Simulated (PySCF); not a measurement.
# C₄H₅FO: electronic excitations and core binding energies

What electronic excitations and core binding energies should C₄H₅FO (`C=CCC(=O)F`) show?

The runs use PySCF 2.14.0, with density-fitted response routines of our own; the level of theory stands in each step. All values are computed, except where a source is named. Atoms are numbered from 0 throughout.

## Step 1: The molecule as given

11 atoms, charge 0, multiplicity 1; geometry from: GFN2-xTB.

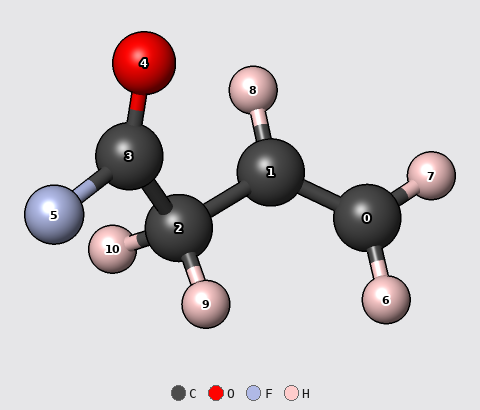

As it starts; carbon dark grey, oxygen red, fluorine light blue, hydrogen pink, atoms numbered; sticks join atoms by distance.

## Step 2: TDDFT and polarisability: CAM-B3LYP/def2-SVPD

The job: settings as JSON, then the geometry in Å.

```
{"job": {"kind": "uv", "xc": "CAM-B3LYP", "basis": "def2-SVPD", "nstates": 8, "ntriplets": 3}, "charge": 0, "multiplicity": 1}
C      1.848803    -0.217975    -0.353592
C      0.782917     0.090029     0.359034
C     -0.548958     0.428271    -0.238024
C     -1.663825    -0.320423     0.412020
O     -1.677948    -1.020739     1.358432
F     -2.834888    -0.089181    -0.262660
H      1.827245    -0.244423    -1.431157
H      2.791685    -0.450490     0.109197
H      0.819966     0.107234     1.438977
H     -0.570907     0.225420    -1.311837
H     -0.768666     1.494950    -0.106353
```

With the program's defaults for keys left out, this is: TDDFT CAM-B3LYP/def2-SVPD, vertical, gas phase, core orbitals frozen in the response.

Standard output:

```text
coarse grid: 9616 points
cycle   1  E = -329.8943491252  dE =  9.658e-01  |g| = 9.139e-01  |ddm| = 5.017e+00
cycle   2  E = -329.6589938917  dE =  2.354e-01  |g| = 1.504e+00  |ddm| = 2.218e+00
cycle   3  E = -330.0593463623  dE = -4.004e-01  |g| = 1.446e-01  |ddm| = 1.357e+00
cycle   4  E = -330.0623237579  dE = -2.977e-03  |g| = 7.091e-02  |ddm| = 1.687e-01
cycle   5  E = -330.0631306920  dE = -8.069e-04  |g| = 1.304e-02  |ddm| = 6.354e-02
cycle   6  E = -330.0631684605  dE = -3.777e-05  |g| = 4.053e-03  |ddm| = 2.403e-02
cycle   7  E = -330.0631728503  dE = -4.390e-06  |g| = 1.141e-03  |ddm| = 7.761e-03
final grid: 94504 points
cycle   8  E = -330.1263290283  dE = -2.647e-05  |g| = 4.499e-03  |ddm| = 6.707e-02
cycle   9  E = -330.1263273397  dE =  1.689e-06  |g| = 5.679e-03  |ddm| = 1.282e-02
cycle  10  E = -330.1263332181  dE = -5.878e-06  |g| = 4.574e-04  |ddm| = 5.332e-03
cycle  11  E = -330.1263332621  dE = -4.398e-08  |g| = 1.733e-04  |ddm| = 8.232e-04
cycle  12  E = -330.1263332674  dE = -5.327e-09  |g| = 8.963e-05  |ddm| = 3.252e-04
cycle  13  E = -330.1263332688  dE = -1.442e-09  |g| = 1.290e-05  |ddm| = 8.217e-05
cycle  14  E = -330.1263332689  dE = -4.400e-11  |g| = 3.290e-06  |ddm| = 2.641e-05
converged SCF energy = -330.1263332689

Static polarisability (au): isotropic 51.585, principal 40.212 50.124 64.419

Singlet excitations
state   eV       nm        f      main configurations
  1   6.1351    202.1   0.00057   H-1->L 0.90
  2   7.0962    174.7   0.00328   H->L 0.93
  3   7.6317    162.5   0.11962   H->L+2 0.64, H->L+1 0.25
  4   7.7276    160.4   0.34664   H->L+1 0.72, H->L+2 0.21
  5   8.3247    148.9   0.00203   H-2->L+1 0.54, H->L+4 0.33
  6   8.4153    147.3   0.00347   H->L+4 0.53, H-2->L+1 0.39
  7   8.4989    145.9   0.02392   H->L+3 0.72, H->L+2 0.08
  8   8.8135    140.7   0.00683   H-1->L+1 0.75

Triplet excitations (Tamm-Dancoff, eV): 4.5078 5.5532 6.6686
```

Run time: 13 s. Hardware: 1 thread, shared host.

Frontier orbitals and where they lie:

```csv
orbital,eV,atoms
HOMO−3,-12.43,"O4 47 %, F5 18 %, C3 16 %"
HOMO−2,-11.86,"C1 24 %, C0 22 %, C2 16 %"
HOMO−1,-10.80,"O4 67 %, F5 11 %, C3 9 %"
HOMO,-9.53,"C0 39 %, C1 37 %, C2 7 %"
LUMO,0.55,"C3 38 %, O4 32 %, C2 10 %"
LUMO+1,0.93,"C0 34 %, C1 34 %, H6 8 %"
LUMO+2,1.18,"C3 22 %, C2 16 %, C0 14 %"
```

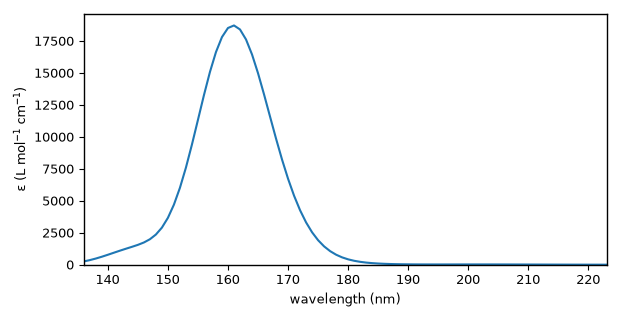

Absorption spectrum: each of the 8 states is a Gaussian band of 0.4 eV half-width at 1/e. Beyond the last state computed it falls off for lack of states.

Ground-state properties from the same run:

```csv
property,computed
dipole moment (D),3.06
polarisability (Å³),7.64
HOMO–LUMO gap (eV),10.08
−ε(HOMO) (eV),9.53
```

## Step 3: Core holes by ΔSCF: SCAN, X2C

Settings changed since step 2:

```diff
@@ -1,2 +1,2 @@
-{"job": {"kind": "uv", "xc": "CAM-B3LYP", "basis": "def2-SVPD", "nstates": 8, "ntriplets": 3}, "charge": 0, "multiplicity": 1}
+{"job": {"kind": "xps"}, "charge": 0, "multiplicity": 1}
 C      1.848803    -0.217975    -0.353592
```

With the program's defaults for keys left out, this is: delta-SCF UKS SCAN, pcX-2 on the ionised atom, pcseg-1 elsewhere, spin-free X2C.

Standard output:

```text
ground state, core basis on atom 0 (C), 140 functions
  cycle   1  E = -330.35989623  |g| = 8.60e-01
  cycle   2  E = -329.79067521  |g| = 1.89e+00
  cycle   3  E = -330.48079764  |g| = 3.70e-01
  cycle   4  E = -330.50671563  |g| = 9.77e-02
  cycle   5  E = -330.50787132  |g| = 4.58e-02
  cycle   6  E = -330.50832125  |g| = 9.53e-03
  cycle   7  E = -330.50833439  |g| = 5.35e-03
  cycle   8  E = -330.50834161  |g| = 1.62e-03
  cycle   9  E = -330.50834278  |g| = 2.57e-04
  E(ground) = -330.51517694 Eh
hole in C 1s of atom 0
  cycle   1  E = -319.25485080  |g| = 1.50e+00
  cycle   2  E = -317.12074008  |g| = 2.16e+00
  cycle   3  E = -319.33651782  |g| = 1.02e+00
  cycle   4  E = -319.74398866  |g| = 4.17e-01
  cycle   5  E = -319.79117236  |g| = 2.84e-01
  cycle   6  E = -319.81966761  |g| = 1.05e-01
  cycle   7  E = -319.82384823  |g| = 2.83e-02
  cycle   8  E = -319.82420116  |g| = 1.01e-02
  cycle   9  E = -319.82425258  |g| = 5.63e-03
  cycle  10  E = -319.82427383  |g| = 2.73e-03
  cycle  11  E = -319.82428516  |g| = 8.94e-04
  cycle  12  E = -319.82428720  |g| = 3.96e-04
  E(ion) = -319.83109185 Eh   <S^2> = 0.7889   hole on atom = 1.000   binding energy = 290.729 eV
ground state, core basis on atom 1 (C), 140 functions
  cycle   1  E = -330.50875568  |g| = 6.15e-02
  cycle   2  E = -330.50816212  |g| = 5.51e-02
  cycle   3  E = -330.50856233  |g| = 3.86e-02
  cycle   4  E = -330.50895664  |g| = 6.02e-03
  cycle   5  E = -330.50896331  |g| = 1.29e-03
  cycle   6  E = -330.50896551  |g| = 3.66e-04
  E(ground) = -330.51607452 Eh
hole in C 1s of atom 1
  cycle   1  E = -319.23981771  |g| = 1.51e+00
  cycle   2  E = -318.03499606  |g| = 2.03e+00
  cycle   3  E = -319.62960395  |g| = 6.38e-01
  cycle   4  E = -319.71621048  |g| = 4.80e-01
  cycle   5  E = -319.79177959  |g| = 2.02e-01
  cycle   6  E = -319.80550121  |g| = 8.55e-02
  cycle   7  E = -319.80833656  |g| = 2.27e-02
  cycle   8  E = -319.80876448  |g| = 1.16e-02
  cycle   9  E = -319.80897390  |g| = 8.30e-03
  cycle  10  E = -319.80909410  |g| = 6.46e-03
  cycle  11  E = -319.80916001  |g| = 2.27e-03
  cycle  12  E = -319.80916721  |g| = 1.38e-03
  cycle  13  E = -319.80917068  |g| = 5.55e-04
  cycle  14  E = -319.80917046  |g| = 1.75e-04
  E(ion) = -319.81577481 Eh   <S^2> = 0.8103   hole on atom = 1.000   binding energy = 291.170 eV
ground state, core basis on atom 2 (C), 140 functions
  cycle   1  E = -330.50750709  |g| = 5.89e-02
  cycle   2  E = -330.50732069  |g| = 3.37e-02
  cycle   3  E = -330.50726767  |g| = 3.59e-02
  cycle   4  E = -330.50760030  |g| = 7.63e-03
  cycle   5  E = -330.50761301  |g| = 7.94e-04
  cycle   6  E = -330.50761192  |g| = 3.69e-04
  E(ground) = -330.51443969 Eh
hole in C 1s of atom 2
  cycle   1  E = -319.21578964  |g| = 1.51e+00
  cycle   2  E = -318.19172553  |g| = 2.07e+00
  cycle   3  E = -319.58733562  |g| = 6.69e-01
  cycle   4  E = -319.66848268  |g| = 5.13e-01
  cycle   5  E = -319.76505442  |g| = 1.54e-01
  cycle   6  E = -319.77211431  |g| = 6.49e-02
  cycle   7  E = -319.77363880  |g| = 1.28e-02
  cycle   8  E = -319.77370627  |g| = 8.03e-03
  cycle   9  E = -319.77373853  |g| = 3.65e-03
  cycle  10  E = -319.77374853  |g| = 1.43e-03
  cycle  11  E = -319.77375407  |g| = 9.03e-04
  cycle  12  E = -319.77375712  |g| = 6.13e-04
  cycle  13  E = -319.77375905  |g| = 4.18e-04
  E(ion) = -319.78028945 Eh   <S^2> = 0.7692   hole on atom = 1.000   binding energy = 292.091 eV
ground state, core basis on atom 3 (C), 140 functions
  cycle   1  E = -330.51575915  |g| = 5.91e-02
  cycle   2  E = -330.51571512  |g| = 2.46e-02
  cycle   3  E = -330.51563752  |g| = 3.23e-02
  cycle   4  E = -330.51582818  |g| = 7.74e-03
  cycle   5  E = -330.51584101  |g| = 2.11e-03
  cycle   6  E = -330.51584273  |g| = 4.13e-04
  E(ground) = -330.52304108 Eh
hole in C 1s of atom 3
  cycle   1  E = -319.10266187  |g| = 1.50e+00
  cycle   2  E = -314.24823157  |g| = 3.15e+00
  cycle   3  E = -319.18169698  |g| = 9.47e-01
  cycle   4  E = -319.48541469  |g| = 6.11e-01
  cycle   5  E = -319.59835072  |g| = 2.97e-01
  cycle   6  E = -319.60313000  |g| = 2.94e-01
  cycle   7  E = -319.63628061  |g| = 8.23e-02
  cycle   8  E = -319.63924053  |g| = 4.75e-02
  cycle   9  E = -319.64077453  |g| = 1.33e-02
  cycle  10  E = -319.64090847  |g| = 4.60e-03
  cycle  11  E = -319.64092008  |g| = 3.12e-03
  cycle  12  E = -319.64092854  |g| = 1.99e-03
  cycle  13  E = -319.64093375  |g| = 9.49e-04
  cycle  14  E = -319.64093660  |g| = 8.05e-04
  cycle  15  E = -319.64093735  |g| = 3.38e-04
  E(ion) = -319.64775608 Eh   <S^2> = 0.8868   hole on atom = 1.000   binding energy = 295.932 eV
ground state, core basis on atom 4 (O), 140 functions
  cycle   1  E = -330.53545409  |g| = 9.81e-02
  cycle   2  E = -330.53407476  |g| = 9.51e-02
  cycle   3  E = -330.53452235  |g| = 8.12e-02
  cycle   4  E = -330.53570970  |g| = 7.53e-03
  cycle   5  E = -330.53572222  |g| = 1.43e-03
  cycle   6  E = -330.53572182  |g| = 4.54e-04
  E(ground) = -330.53977026 Eh
hole in O 1s of atom 4
  cycle   1  E = -309.90845125  |g| = 2.22e+00
  cycle   2  E = -308.41212771  |g| = 2.41e+00
  cycle   3  E = -310.25353157  |g| = 9.24e-01
  cycle   4  E = -310.67536076  |g| = 3.76e-01
  cycle   5  E = -310.70193046  |g| = 2.33e-01
  cycle   6  E = -310.72120838  |g| = 9.19e-02
  cycle   7  E = -310.72457678  |g| = 1.29e-02
  cycle   8  E = -310.72465495  |g| = 5.21e-03
  cycle   9  E = -310.72466596  |g| = 2.42e-03
  cycle  10  E = -310.72466762  |g| = 1.31e-03
  cycle  11  E = -310.72466893  |g| = 2.70e-04
  E(ion) = -310.73096789 Eh   <S^2> = 0.7645   hole on atom = 1.000   binding energy = 539.025 eV
ground state, core basis on atom 5 (F), 140 functions
  cycle   1  E = -330.54966639  |g| = 1.44e-01
  cycle   2  E = -330.54129126  |g| = 2.31e-01
  cycle   3  E = -330.55027527  |g| = 6.88e-02
  cycle   4  E = -330.55115847  |g| = 3.15e-03
  cycle   5  E = -330.55116107  |g| = 1.88e-03
  cycle   6  E = -330.55116170  |g| = 5.09e-04
  cycle   7  E = -330.55116045  |g| = 1.75e-04
  E(ground) = -330.56009106 Eh
hole in F 1s of atom 5
  cycle   1  E = -304.17529904  |g| = 2.58e+00
  cycle   2  E = -303.46364402  |g| = 2.46e+00
  cycle   3  E = -304.62948161  |g| = 1.00e+00
  cycle   4  E = -304.84214770  |g| = 7.75e-01
  cycle   5  E = -305.05643719  |g| = 1.81e-01
  cycle   6  E = -305.07221056  |g| = 6.01e-02
  cycle   7  E = -305.07405799  |g| = 1.26e-02
  cycle   8  E = -305.07409539  |g| = 8.93e-03
  cycle   9  E = -305.07413993  |g| = 1.59e-03
  cycle  10  E = -305.07414144  |g| = 6.70e-04
  cycle  11  E = -305.07414190  |g| = 2.71e-04
  E(ion) = -305.08913030 Eh   <S^2> = 0.7581   hole on atom = 1.000   binding energy = 693.100 eV
```

Wall time 30 s (1 thread, shared host).

The holes in one table. −ε is the ground-state orbital energy:

```csv
hole,stands for,environment,ΔSCF (eV),−ε (eV),⟨S²⟩
C1s on C0,C0,terminal =CH2 carbon,290.73,273.9,0.789
C1s on C1,C1,alkene CH,291.17,274.3,0.810
C1s on C2,C2,sp3 CH2 α to a carbonyl,292.09,274.9,0.769
C1s on C3,C3,carbonyl carbon,295.93 (doubtful),278.2,0.887
O1s on O4,O4,carbonyl oxygen,539.02,517.3,0.765
F1s on F5,F5,fluorine bonded to C,693.10,667.3,0.758
```

Doubtful: the ion did not converge, its hole moved, or its ⟨S²⟩ is well above 0.75.

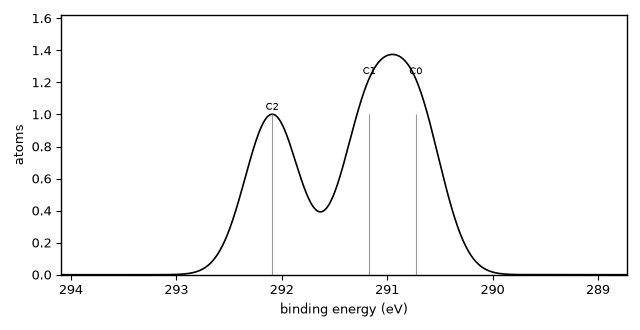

The C1s photoelectron lines, weighted by the number of atoms. Only 3 of the 4 C atoms are covered by sound results. Lines are broadened to a width of 0.60 eV (Gaussian).

## Step 4: Summary of results

| quantity | value |
| --- | --- |
| lowest singlet (CAM-B3LYP/def2-SVPD) | 6.14 eV (202 nm), f = 0.001 |
| brightest single state of those computed | state 4, 7.73 eV, f = 0.347 |
| lowest triplet | 4.51 eV |
| C1s binding energies, SCAN/pcX-2 (standing for 3 of 4 atoms) | C2 292.09, C1 291.17, C0 290.73 eV |
| O1s binding energies, SCAN/pcX-2 | O4 539.02 eV |
| F1s binding energies, SCAN/pcX-2 | F5 693.10 eV |

What this shows: The first singlet state (HOMO−1→LUMO 0.90) lies at 6.14 eV and is dark; of the 8 states computed, the strongest absorption comes from state 4 at 7.73 eV. The lowest triplet lies 1.63 eV below the lowest singlet (triplets in Tamm-Dancoff, singlets in full TDDFT). C2 (sp3 CH2 α to a carbonyl) binds its C1s electron 1.36 eV more tightly than C0 (terminal =CH2 carbon). Only 3 of the 4 C atoms are covered by sound results.
